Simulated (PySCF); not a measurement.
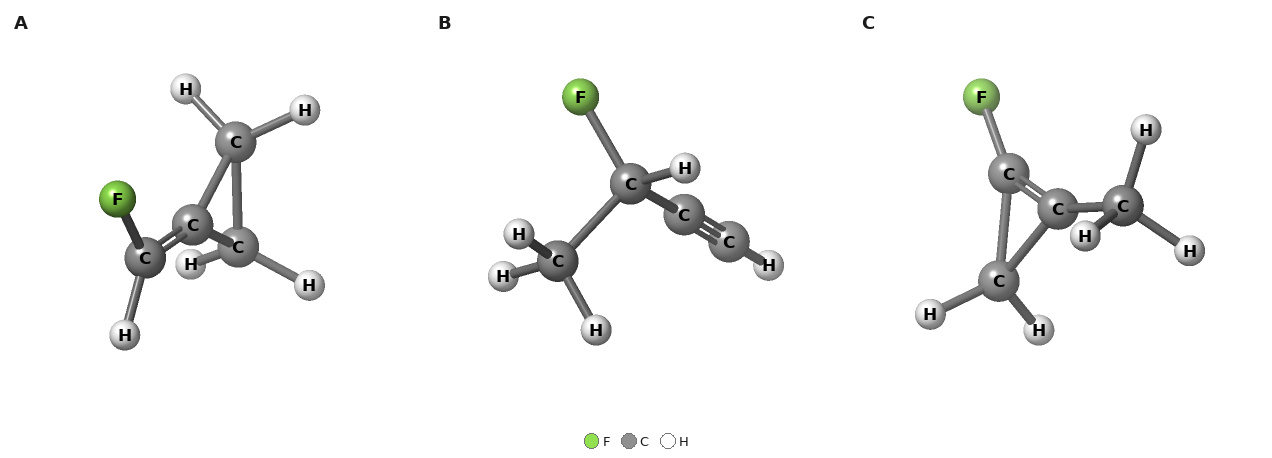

3 stationary structures of one formula. Geometries: PBE0-D3(BJ)/def2-SVP. Electronic energies: PBE0-D3(BJ)/def2-SVP (PySCF 2.14.0), without zero-point energy. No frequency run is at hand to confirm each as a minimum.

**Rank them by energy, lowest first.**

A is lowest; B lies 5.6 kcal/mol above it, C lies 14.6 kcal/mol above it. A is `FC=C1CC1`, B is `C#C[C@H](C)F`, C is `CC1=C(F)C1`.
